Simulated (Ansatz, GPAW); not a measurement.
# Cutoff, mesh and smearing for a 6-layer slab of Ta(110)

Wanted: a convergence study on the slab a 6-layer slab of Ta(110).

Program: GPAW 26.7.0 and Ansatz 0.2.0. Level of theory: Ansatz plane waves; slab in vacuum with a dipole correction, relaxation, in the first sound run; inputs show where later runs differ. Results are calculated unless marked as measured.

**1. The structure**

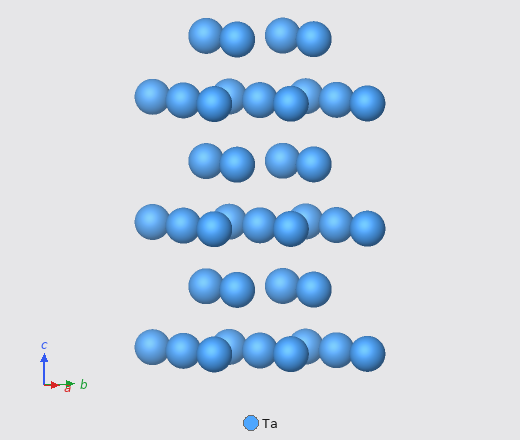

The cell as given, from the side, with the c axis up (tantalum blue). 2×2×1 cells are drawn. Some periodic images of atoms are drawn too.

The cell holds 6 atoms: 6 Ta. Cell: a = 2.867 Å, b = 2.867 Å, c = 27.703 Å, α = 90.0°, β = 90.0°, γ = 70.5°. Vacuum lies along c.

**2. Relaxing the atoms**

The atoms are relaxed first, since the surface dipole, and with it the work function, follows the positions of the outer layers. The lowest 3 atoms are held at bulk positions and keep their forces.

input.yaml reads:

```yaml
crystal:
  lattice:
    - [2.3405234457, -1.655, 0.0]
    - [2.3405234457, 1.655, 0.0]
    - [0.0, 0.0, 27.7026172286]
  atoms:
    - { symbol: Ta, position: [0.0, 0.0, 0.2887813788] }
    - { symbol: Ta, position: [0.5, 0.5, 0.3732688273] }
    - { symbol: Ta, position: [0.0, 0.0, 0.4577562758] }
    - { symbol: Ta, position: [0.5, 0.5, 0.5422437242] }
    - { symbol: Ta, position: [0.0, 0.0, 0.6267311727] }
    - { symbol: Ta, position: [0.5, 0.5, 0.7112186212] }
kpoints:
  mp_grid: { grid: [12, 12, 1] }
hamiltonian:
  xc: pbe
scf:
  occupations: { method: fermi_dirac, width: 0.1 }
efield:
  axis: 3
  dipole_correction: true
  ramp_width: 0.05
relax:
  f_tol: 0.02
  max_steps: 60
  constraints: [{ sites: [0, 1, 2] }]
output:
  write_potential: true
  write_density: true
  volumetric_format: npy
```

On the command line:

```sh
ansatz run input.yaml --threads 4 --pin off --max-ram 8192MiB --backend cpu --events-out ev --progress --plain --runs-dir out
```

Numbers of over 12 decimals in the logs are rounded to 6 here.

The log of the run:

```text
Engine: ansatz 0.2.0, x86_64-unknown-linux-gnu
Pseudopotentials: kind: paw
Pseudopotential: Ta, paw, valence charge 13, recommended cutoff 420 eV (normal), Ta.paw.azcp
Functional definition: PBE
  parameter kappa = 0.804
  parameter beta = 0.066725
  exchange = pbe_x(kappa = kappa, mu = beta*pi^2/3)
  correlation = pbe_c(beta = beta)
Crystal: 6 atoms, lattice volume = 214.616 Å³
Basis set: ecut = 420 eV, 4199 PW (Γ), exchange–correlation on 40×40×384 points (8 copies of the dense FFT grid, shifted against one another)
Bands: 47, of which v1, the nominal top of the filled ones, is band 39 counted from 1 (38 counted from 0)
Symmetry: 4 space group operations
k-points: 43 of 144
Non-local potential: Ta, projectors of the file, l = 0: 3, l = 1: 2, l = 2: 2, l = 3: 1
PAW form: soft (Blöchl's): semilocal exchange-correlation on the pseudo side does not see the compensation charge
PAW one-centre angular grid: Ta, 590 points (default); XC on 64 Gauss nodes
Initial density: superposition of atomic densities (neutral atoms: chi_scale 0, normalization atom), corrected by the library's trained network
Initial wavefunctions: pseudopotential atomic-orbital guess
Functional: x = pbe(κ = 0.804, μ = 0.219515), c = pbe(β = 0.066725)
SCF iter   1: F=—  HF=-59591.451042 eV  |F-HF|=—  |Δ(HF+E_count)|=         —  Δρ=1.04e-2  dr2=1.05e1  ethr=1.77e-3  p=0.000 e·Å  D=1.97e-13 V/Å  ΔV_dip=-0.00 eV  dr2_dipole=1.34e-6  V_vac-E_F(+/−)=5.12/5.12 eV  ⟨swp⟩=8.1  Hψ=9319  notcnv=0
efield: sawtooth ramp at fractional position 0.9750 (placed from the atoms, in the widest stretch of the axis that holds none; the zero of the levels goes with the place), width 0.0500; the density the first Hamiltonian is built on has a dipole p = 0.000 e·Å; the dipole correction subtracts the counter field D = 1.97e-13 V/Å, which shifts the + side's vacuum level by -0.00 eV against the − side's; the planar-averaged density in the ramp window peaks in size at 2.8e-5 e/Å³
preconditioner: auto → LDOS  [metal: Δε(μ)=0.004 eV  Ē_g=3.866 eV  σ=0.100 eV  W_gap=0.01  n_scr=20 (ndim 8)  ℏωp=13.9 eV  f_vac=0.431  D(μ)=7.58/eV (n_scr^D=58)  β→1.0]
SCF iter   2: F=—  HF=-59591.294466 eV  |F-HF|=—  |Δ(HF+E_count)|=   1.57e-1  Δρ=1.76e-3  dr2=1.19e-2  ethr=1.77e-3  p=0.000 e·Å  D=5.50e-5 V/Å  ΔV_dip=-0.00 eV  dr2_dipole=2.56e-7  V_vac-E_F(+/−)=4.79/4.79 eV  ⟨swp⟩=3.2  Hψ=2591  notcnv=0
SCF iter   3: F=—  HF=-59591.296460 eV  |F-HF|=—  |Δ(HF+E_count)|=   1.99e-3  Δρ=5.44e-4  dr2=3.24e-3  ethr=1.53e-5  p=-0.000 e·Å  D=-8.24e-7 V/Å  ΔV_dip=0.00 eV  dr2_dipole=1.94e-7  V_vac-E_F(+/−)=4.79/4.79 eV  ⟨swp⟩=2.7  Hψ=3704  notcnv=0  defer=1
SCF iter   4: F=—  HF=-59591.296324 eV  |F-HF|=—  |Δ(HF+E_count)|=   1.36e-4  Δρ=1.44e-4  dr2=7.39e-5  ethr=4.15e-6  p=0.000 e·Å  D=4.78e-6 V/Å  ΔV_dip=-0.00 eV  dr2_dipole=2.56e-10  V_vac-E_F(+/−)=4.78/4.78 eV  ⟨swp⟩=2.4  Hψ=3249  notcnv=0  defer=1
iter 5 did not close the SCF: its close was put off for the readings that it lacked (scf_convergence_deferred on its scf_iter line)
SCF iter   5: F=-59591.296332 eV  HF=-59591.296333 eV  |F-HF|=1.15e-6  |Δ(HF+E_count)|=   9.09e-6  Δρ=5.24e-5  dr2=8.24e-6  ethr=9.48e-8  p=0.000 e·Å  D=1.97e-6 V/Å  ΔV_dip=-0.00 eV  dr2_dipole=1.65e-10  V_vac-E_F(+/−)=4.78/4.78 eV  ⟨swp⟩=3.0  Hψ=3875  notcnv=0  defer=1
SCF iter   6: F=-59591.296336 eV  HF=-59591.296336 eV  |F-HF|=4.87e-7  |Δ(HF+E_count)|=   2.73e-6  Δρ=1.90e-5  dr2=6.63e-7  ethr=1.06e-8  p=0.000 e·Å  D=1.16e-6 V/Å  ΔV_dip=-0.00 eV  dr2_dipole=5.04e-15  V_vac-E_F(+/−)=4.78/4.78 eV  ⟨swp⟩=11.6  Hψ=19723  notcnv=0
SCF 1 converged in 6 iterations: F = -59591.296336 eV  dr2 = 6.63e-7
  greatest PAW one-centre occupation: 0.999 electrons in one spin orbital (limit 2), on the Ta atom at site 2 (counted from 0), in its partial waves of l = 0
relax step   1: F+E_penalty+E_count = -59591.29633624 eV  Δ(F+E_penalty+E_count) = +0.000e0 eV  max|allowed force component| = 4.040e-1 eV/Å  Δτ_max = 0.0000 Å  (6 SCF iters, dr2 threshold 1.00e-5 eV, accepted)
Initial density: handed on by an earlier stage of this run
Initial wavefunctions: those handed on with the density
iter 1 solved again at ethr=2.89e-3 eV; its pass at ethr=3.10e-3 eV (dr2=2.25e0 eV) is discarded
SCF iter   1: F=—  HF=-59591.367189 eV  |F-HF|=—  |Δ(HF+E_count)|=         —  Δρ=1.00e-2  dr2=2.98e0  ethr=2.89e-3  p=-0.000 e·Å  D=-2.96e-6 V/Å  ΔV_dip=0.00 eV  dr2_dipole=5.39e-1  V_vac-E_F(+/−)=4.78/4.78 eV  ⟨swp⟩=1.0  Hψ=7069  notcnv=0  defer=2
efield: sawtooth ramp at fractional position 0.9750 (handed on by an earlier solve), width 0.0500; the density the first Hamiltonian is built on has a dipole p = -0.000 e·Å; the dipole correction subtracts the counter field D = -2.96e-6 V/Å, which shifts the + side's vacuum level by +0.00 eV against the − side's; the planar-averaged density in the ramp window peaks in size at 1.1e-5 e/Å³
preconditioner: auto → LDOS  [metal: Δε(μ)=0.013 eV  Ē_g=3.888 eV  σ=0.100 eV  W_gap=0.03  n_scr=20 (ndim 8)  ℏωp=13.9 eV  f_vac=0.438  D(μ)=8.30/eV (n_scr^D=66)  β→1.0]
SCF iter   2: F=—  HF=-59591.285131 eV  |F-HF|=—  |Δ(HF+E_count)|=   8.21e-2  Δρ=5.82e-3  dr2=4.40e-1  ethr=2.89e-3  p=0.011 e·Å  D=9.67e-3 V/Å  ΔV_dip=-0.27 eV  dr2_dipole=8.11e-2  V_vac-E_F(+/−)=4.50/4.77 eV  ⟨swp⟩=3.5  Hψ=3423  notcnv=0  defer=2
SCF iter   3: F=—  HF=-59591.253097 eV  |F-HF|=—  |Δ(HF+E_count)|=   3.20e-2  Δρ=2.04e-3  dr2=5.26e-2  ethr=5.65e-4  p=0.005 e·Å  D=4.54e-3 V/Å  ΔV_dip=-0.13 eV  dr2_dipole=6.44e-4  V_vac-E_F(+/−)=4.65/4.78 eV  ⟨swp⟩=2.8  Hψ=3949  notcnv=0  defer=2
SCF iter   4: F=—  HF=-59591.247146 eV  |F-HF|=—  |Δ(HF+E_count)|=   5.95e-3  Δρ=5.02e-4  dr2=2.13e-3  ethr=6.74e-5  p=0.007 e·Å  D=5.53e-3 V/Å  ΔV_dip=-0.15 eV  dr2_dipole=1.25e-4  V_vac-E_F(+/−)=4.62/4.78 eV  ⟨swp⟩=2.2  Hψ=2889  notcnv=0  defer=2
SCF iter   5: F=—  HF=-59591.247225 eV  |F-HF|=—  |Δ(HF+E_count)|=   7.95e-5  Δρ=1.50e-4  dr2=1.31e-4  ethr=2.73e-6  p=0.006 e·Å  D=5.44e-3 V/Å  ΔV_dip=-0.15 eV  dr2_dipole=5.68e-5  V_vac-E_F(+/−)=4.63/4.78 eV  ⟨swp⟩=2.0  Hψ=2728  notcnv=0  defer=2
SCF iter   6: F=—  HF=-59591.247249 eV  |F-HF|=—  |Δ(HF+E_count)|=   2.34e-5  Δρ=5.35e-5  dr2=4.89e-5  ethr=1.68e-7  p=0.006 e·Å  D=5.31e-3 V/Å  ΔV_dip=-0.15 eV  dr2_dipole=2.55e-5  V_vac-E_F(+/−)=4.63/4.78 eV  ⟨swp⟩=2.0  Hψ=2719  notcnv=0  defer=2
SCF iter   7: F=-59591.247251 eV  HF=-59591.247254 eV  |F-HF|=2.46e-6  |Δ(HF+E_count)|=   4.76e-6  Δρ=1.85e-5  dr2=3.16e-6  ethr=1.31e-8  p=0.006 e·Å  D=5.19e-3 V/Å  ΔV_dip=-0.14 eV  dr2_dipole=2.72e-7  V_vac-E_F(+/−)=4.63/4.78 eV  ⟨swp⟩=12.7  Hψ=19602  notcnv=0
[...]
SCF iter   3: F=—  HF=-59591.319119 eV  |F-HF|=—  |Δ(HF+E_count)|=   4.49e-3  Δρ=1.53e-3  dr2=2.52e-2  ethr=7.35e-5  p=0.003 e·Å  D=2.67e-3 V/Å  ΔV_dip=-0.07 eV  dr2_dipole=5.72e-5  V_vac-E_F(+/−)=4.70/4.78 eV  ⟨swp⟩=2.9  Hψ=3972  notcnv=0  defer=2
SCF iter   4: F=—  HF=-59591.316016 eV  |F-HF|=—  |Δ(HF+E_count)|=   3.10e-3  Δρ=5.95e-4  dr2=4.26e-3  ethr=3.23e-5  p=0.002 e·Å  D=2.09e-3 V/Å  ΔV_dip=-0.06 eV  dr2_dipole=1.07e-4  V_vac-E_F(+/−)=4.72/4.78 eV  ⟨swp⟩=2.2  Hψ=2703  notcnv=0  defer=2
SCF iter   5: F=—  HF=-59591.315565 eV  |F-HF|=—  |Δ(HF+E_count)|=   4.51e-4  Δρ=1.66e-4  dr2=2.75e-4  ethr=5.46e-6  p=0.002 e·Å  D=1.77e-3 V/Å  ΔV_dip=-0.05 eV  dr2_dipole=1.13e-5  V_vac-E_F(+/−)=4.73/4.78 eV  ⟨swp⟩=2.1  Hψ=2787  notcnv=0  defer=2
SCF iter   6: F=—  HF=-59591.315536 eV  |F-HF|=—  |Δ(HF+E_count)|=   2.94e-5  Δρ=3.72e-5  dr2=1.25e-5  ethr=3.52e-7  p=0.002 e·Å  D=1.76e-3 V/Å  ΔV_dip=-0.05 eV  dr2_dipole=3.89e-8  V_vac-E_F(+/−)=4.73/4.78 eV  ⟨swp⟩=2.3  Hψ=3301  notcnv=0  defer=2
SCF iter   7: F=—  HF=-59591.315496 eV  |F-HF|=—  |Δ(HF+E_count)|=   4.04e-5  Δρ=1.13e-5  dr2=4.17e-7  ethr=1.60e-8  p=0.002 e·Å  D=1.78e-3 V/Å  ΔV_dip=-0.05 eV  dr2_dipole=2.85e-8  V_vac-E_F(+/−)=4.73/4.78 eV  ⟨swp⟩=2.3  Hψ=3423  notcnv=0  defer=2
SCF iter   8: F=—  HF=-59591.315496 eV  |F-HF|=—  |Δ(HF+E_count)|=   1.81e-7  Δρ=3.93e-6  dr2=1.87e-7  ethr=1.28e-10  p=0.002 e·Å  D=1.83e-3 V/Å  ΔV_dip=-0.05 eV  dr2_dipole=3.50e-8  V_vac-E_F(+/−)=4.73/4.78 eV  ⟨swp⟩=12.5  Hψ=17312  notcnv=0
SCF iter   9: F=-59591.315496 eV  HF=-59591.315496 eV  |F-HF|=1.65e-8  |Δ(HF+E_count)|=   1.82e-8  Δρ=1.29e-6  dr2=2.07e-8  ethr=1.28e-10  p=0.002 e·Å  D=1.84e-3 V/Å  ΔV_dip=-0.05 eV  dr2_dipole=3.27e-9  V_vac-E_F(+/−)=4.73/4.78 eV  ⟨swp⟩=10.9  Hψ=15069  notcnv=0
SCF 3 converged in 9 iterations: F = -59591.315496 eV  dr2 = 2.07e-8
relax step   3: F+E_penalty+E_count = -59591.31549585 eV  Δ(F+E_penalty+E_count) = -1.916e-2 eV  max|allowed force component| = 3.725e-2 eV/Å  Δτ_max = 0.0594 Å  (9 SCF iters, accepted)
SCF iter   1: F=—  HF=-59591.315682 eV  |F-HF|=—  |Δ(HF+E_count)|=         —  Δρ=2.32e-4  dr2=1.23e-3  ethr=2.27e-5  p=0.002 e·Å  D=1.84e-3 V/Å  ΔV_dip=-0.05 eV  dr2_dipole=1.67e-4  V_vac-E_F(+/−)=4.73/4.78 eV  ⟨swp⟩=1.2  Hψ=2718  notcnv=0  defer=2
efield: sawtooth ramp at fractional position 0.9750 (handed on by an earlier solve), width 0.0500; the density the first Hamiltonian is built on has a dipole p = 0.002 e·Å; the dipole correction subtracts the counter field D = 1.84e-3 V/Å, which shifts the + side's vacuum level by -0.05 eV against the − side's; the planar-averaged density in the ramp window peaks in size at 5.3e-6 e/Å³
preconditioner: auto → LDOS  [metal: Δε(μ)=0.025 eV  Ē_g=3.835 eV  σ=0.100 eV  W_gap=0.06  n_scr=20 (ndim 8)  ℏωp=13.9 eV  f_vac=0.432  D(μ)=8.28/eV (n_scr^D=66)  β→1.0]
SCF iter   2: F=—  HF=-59591.315633 eV  |F-HF|=—  |Δ(HF+E_count)|=   4.82e-5  Δρ=1.52e-4  dr2=1.80e-4  ethr=1.57e-6  p=0.002 e·Å  D=1.67e-3 V/Å  ΔV_dip=-0.05 eV  dr2_dipole=7.49e-6  V_vac-E_F(+/−)=4.73/4.78 eV  ⟨swp⟩=2.0  Hψ=3029  notcnv=0  defer=2
SCF iter   3: F=—  HF=-59591.315620 eV  |F-HF|=—  |Δ(HF+E_count)|=   1.35e-5  Δρ=4.65e-5  dr2=2.28e-5  ethr=2.31e-7  p=0.002 e·Å  D=1.75e-3 V/Å  ΔV_dip=-0.05 eV  dr2_dipole=2.92e-7  V_vac-E_F(+/−)=4.73/4.78 eV  ⟨swp⟩=2.1  Hψ=3510  notcnv=0  defer=2
SCF iter   4: F=—  HF=-59591.315579 eV  |F-HF|=—  |Δ(HF+E_count)|=   4.07e-5  Δρ=1.15e-5  dr2=8.31e-7  ethr=2.92e-8  p=0.002 e·Å  D=1.71e-3 V/Å  ΔV_dip=-0.05 eV  dr2_dipole=1.20e-7  V_vac-E_F(+/−)=4.73/4.78 eV  ⟨swp⟩=2.2  Hψ=3032  notcnv=0  defer=2
SCF iter   5: F=-59591.315579 eV  HF=-59591.315579 eV  |F-HF|=4.56e-8  |Δ(HF+E_count)|=   1.87e-7  Δρ=3.18e-6  dr2=6.70e-8  ethr=1.28e-10  p=0.002 e·Å  D=1.70e-3 V/Å  ΔV_dip=-0.05 eV  dr2_dipole=1.32e-8  V_vac-E_F(+/−)=4.73/4.78 eV  ⟨swp⟩=12.2  Hψ=17243  notcnv=0
SCF 4 converged in 5 iterations: F = -59591.315579 eV  dr2 = 6.70e-8
  greatest PAW one-centre occupation: 0.999 electrons in one spin orbital (limit 2), on the Ta atom at site 5 (counted from 0), in its partial waves of l = 0
relax step   4: F+E_penalty+E_count = -59591.31557943 eV  Δ(F+E_penalty+E_count) = -8.358e-5 eV  max|allowed force component| = 4.368e-3 eV/Å  Δτ_max = 0.0032 Å  (5 SCF iters, accepted)
NSCF: frozen V_eff on 43 k-points
the band table was solved once a step of the walk had ended and its energy, with any forces and stress, was formed, with the checks that follow a solve (11483 applications of the Hamiltonian). They found nothing against the state; the energy, forces and stress were not computed again (output.eigenvalues in the input reference)
WARN: The output density's exchange-correlation potential varies sharply where the density is thin. Do not read a vacuum level from v_tot or v_xc, or from such a field of the output density. On a cell that repeats whose density bears no net charge and no dipole along the vacuum's axis use v_es (v_loc + v_h of the components); under efield.dipole_correction with no amplitude use v_es + v_field, which holds any externa [...]
SCF converged after 5 iterations
Free energy (F): -59591.315579 eV
Harris-Foulkes:  -59591.315579 eV  (|F-HF|=4.56e-8)
Internal energy: -59591.042007 eV  (E = F + TS)
E sigma→0 (E₀):  -59591.178793 eV
Entropy (-TS):   -0.273573 eV (-45.595 meV/atom)
Fermi energy:    7.207280 eV
Dipole field:    D = 0.001546 V/Å  (p = 0.001834 e·Å, saw-weighted, corrected)
Work function:   Φ+ = 4.7322 eV   Φ− = 4.7750 eV
Levels:          The Fermi level and band energies are counted from a zero that moves with the ramp; work functions are not
--- Per-component energies (eV) ---
  E_band       = -1519.408486
  E_kinetic    = 2189.361041
  E_local      = -84823.934812  (includes V_loc(G=0)·N_el)
  E_nonlocal   = 89.232231
  E_hartree    = 41460.921702
  E_xc         = -1306.872673
  E_vxc        = -1219.100433  (∫ρ·V_xc dr)
  E_paw        = -50379.149069  (= ΣΔE_a)
  E_vpaw       = -676.824353  (= ΣTr[D̂ρ^β])
  E_aug_tail   = 0.000822  (compensation charges beyond the density's cutoff)
  E_efield     = 0.000001  (sawtooth field / dipole correction)
  E_vefield    = 0.000204  (∫n·V_field dr)
  E_ewald      = 33179.398749
  E_smearing   = -0.273573  (= −TS)
  E_closure    = 0.000000  (closes the sum)
  Σ components = -59591.315579   (vs F -59591.315579, Δ=0.00e0)
--- Forces (eV/Å), atoms counted from 1 ---
  atom   1  Ta     0.00000000     0.00000000     0.40128352
  atom   2  Ta     0.00000000     0.00000000    -0.38784227
  atom   3  Ta     0.00000000     0.00000000    -0.01434313
  atom   4  Ta     0.00000000     0.00000000    -0.00181816
  atom   5  Ta     0.00000000     0.00000000     0.00436772
  atom   6  Ta     0.00000000     0.00000000    -0.00163288
  max |Σ_I F_I| component: 1.48e-5 eV/Å
--- Band table (eV; the first three rows and the last of 43) ---
  k-point 0: bands = [... 35 lower, 6.8634, 7.2899, 7.3485, 7.5422, 7.7542, 7.8133, 7.9481, 8.1093, ... 4 higher]
  k-point 1: bands = [... 35 lower, 6.8483, 7.0913, 7.3105, 7.4639, 7.6342, 7.6949, 7.9460, 8.1449, ... 4 higher]
  k-point 2: bands = [... 35 lower, 6.7343, 6.8153, 7.0185, 7.1512, 7.3382, 7.3790, 7.4990, 8.4034, ... 4 higher]
  k-point 42: bands = [... 35 lower, 6.4646, 7.4338, 7.6380, 8.9308, 9.0822, 9.2074, 9.3122, 9.4546, ... 4 higher]
--- Relaxed structure (4 steps of the walk, 3 accepted, 0 SCFs on fresh bases) ---
  F+E_penalty+E_count = -59591.31557943 eV   max|allowed force component| = 4.368e-3 eV/Å
  atoms:
    - { symbol: Ta, position: [0.0, 0.0, 0.2887813788] }
    - { symbol: Ta, position: [0.5, 0.5, 0.3732688273] }
    - { symbol: Ta, position: [0.0, 0.0, 0.4577562758] }
    - { symbol: Ta, position: [0.5, 0.5, 0.542912] }
    - { symbol: Ta, position: [0.0, 0.0, 0.627760] }
    - { symbol: Ta, position: [0.5, 0.5, 0.709160] }
```

Run time: 26 s. Hardware: 4 threads of AMD EPYC 7R13 (Zen 3), shared host; peak memory 0.75 GiB.

Relaxation path:

```
step  energy less that of the first step (eV)  largest force component (eV/Å)
   1                                   0.0000                          0.4040
   2                                   0.0491                          0.9950
   3                                  -0.0192                          0.0373
   4                                  -0.0192                          0.0044
```

Relaxation step 2 was tried and not accepted.

Forces are held to the 4 operations that the run works with; a distortion that breaks them can't arise in this run.

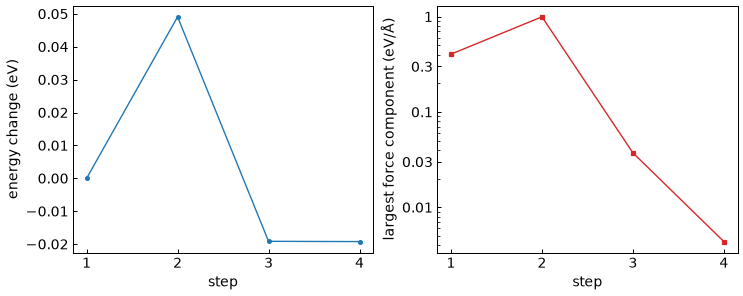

Energy and largest force along the relaxation.

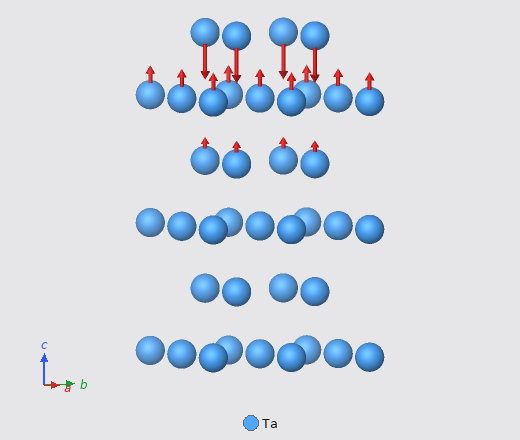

Displacements in the relaxation, exaggerated; the longest in the cell stands for 0.06 Å. 2×2×1 cells are drawn. Some periodic images of atoms are drawn too.

The atoms that moved most (Å):

```
atom     dx     dy      dz  length
 Ta6  0.000  0.000  -0.057   0.057
 Ta5  0.000  0.000   0.029   0.029
 Ta4  0.000  0.000   0.019   0.019
```

Final coordinates:

```cif
data_structure
_symmetry_space_group_name_H-M 'P 1'
_symmetry_Int_Tables_number 1
_cell_length_a 2.8665
_cell_length_b 2.8665
_cell_length_c 27.7026
_cell_angle_alpha 90.000
_cell_angle_beta 90.000
_cell_angle_gamma 70.529
_cell_volume 214.62
loop_
_atom_site_label
_atom_site_type_symbol
_atom_site_fract_x
_atom_site_fract_y
_atom_site_fract_z
_atom_site_occupancy
Ta1 Ta 0.00000 0.00000 0.28878 1
Ta2 Ta 0.50000 0.50000 0.37327 1
Ta3 Ta 0.00000 0.00000 0.45776 1
Ta4 Ta 0.50000 0.50000 0.54291 1
Ta5 Ta 0.00000 0.00000 0.62776 1
Ta6 Ta 0.50000 0.50000 0.70916 1
```

This step gave:

- free energy: -59591.3156 eV
- smearing term TS: 0.2736 eV
- symmetry operations: 4
- upper work function: 4.732 eV
- lower work function: 4.775 eV
- dipole along the normal: 0.001834 e·Å
- dipole field: 0.001546 V/Å
- vacuum level above: 11.94 eV
- vacuum level below: 11.98 eV

The electrostatic potential energy of an electron (with the applied field's), less the Fermi level, planar mean oscillates, so the rows of the table below give means over windows of 2.31 Å about each position, cut where the curve ends. Its maxima inside the range that stand out by 2 % of the span (Å: eV): 9.2: -1.41, 11.5: -1.34, 13.9: -1.17, 16.2: -1.34, 18.5: -2.15. Its minima: 7.9: -19.6, 10.4: -19.4, 12.7: -19.4, 15.0: -19.4, 17.5: -19.3, 19.6: -19.7.

Table of electrostatic potential energy of an electron (with the applied field's), less the Fermi level, planar mean by z; means over each step:

```
z (Å)  electrostatic potential energy of an electron (with the applied field's), less the Fermi level, planar mean (eV)
 1.16                                                                                                              4.77
 3.46                                                                                                              4.77
 5.77                                                                                                              3.68
 8.08                                                                                                             -10.3
10.39                                                                                                             -10.1
12.70                                                                                                             -10.1
15.01                                                                                                             -10.1
17.32                                                                                                             -10.2
19.63                                                                                                             -10.3
21.94                                                                                                              3.81
24.25                                                                                                              4.73
26.56                                                                                                              4.73
```

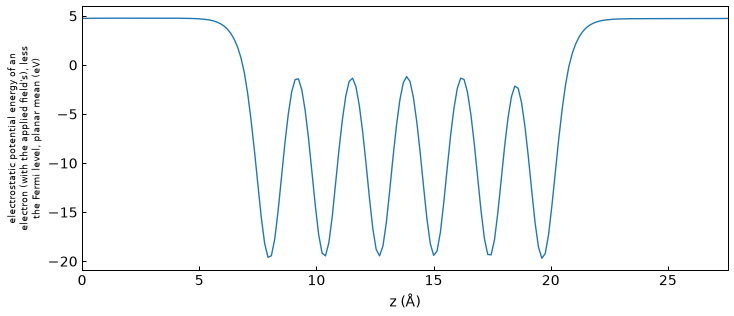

Electrostatic potential energy of an electron (with the applied field's), less the Fermi level, planar mean against z.

The valence density, planar mean oscillates, so the rows of the table below give means over windows of 2.31 Å about each position, cut where the curve ends. Its maxima inside the range that stand out by 2 % of the span (Å: e/Å³): 7.9: 1.23, 10.4: 1.22, 12.7: 1.23, 15.0: 1.23, 17.5: 1.22, 19.6: 1.23. Its minima: 9.2: 0.277, 11.5: 0.272, 13.9: 0.266, 16.2: 0.270, 18.5: 0.303.

Table of valence density, planar mean by z; means over each step:

```
z (Å)  valence density, planar mean (e/Å³)
 1.16                                    0
 3.46                               1.6e-4
 5.77                               0.0288
 8.08                                0.706
10.39                                0.723
12.70                                0.722
15.01                                0.721
17.32                                0.727
19.63                                0.707
21.94                               0.0245
24.25                               1.3e-4
26.56                                    0
```

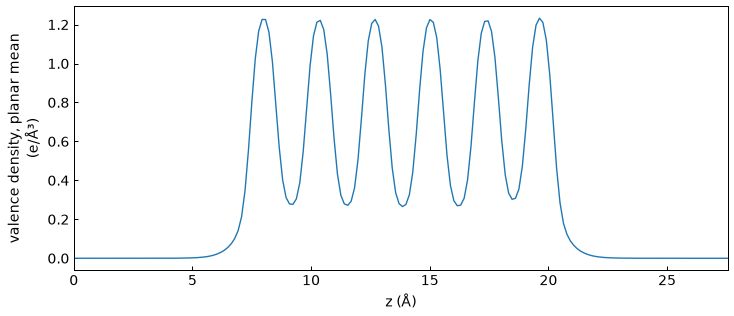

Valence density, planar mean, plotted against z.

The relaxation lowered the energy of the cell by 0.0192 eV.

(Continued in part 2 of 3.)

[Logs are printed without paths, hosts, clocks, repeated set-up lines and the standing remarks that a program may print on its own settings, such as how far it seeks lower states.]

[Hosts, paths, dates, database ids (printed as entryN), source tags and the programs' standing remarks are cut or masked in the printed files.]
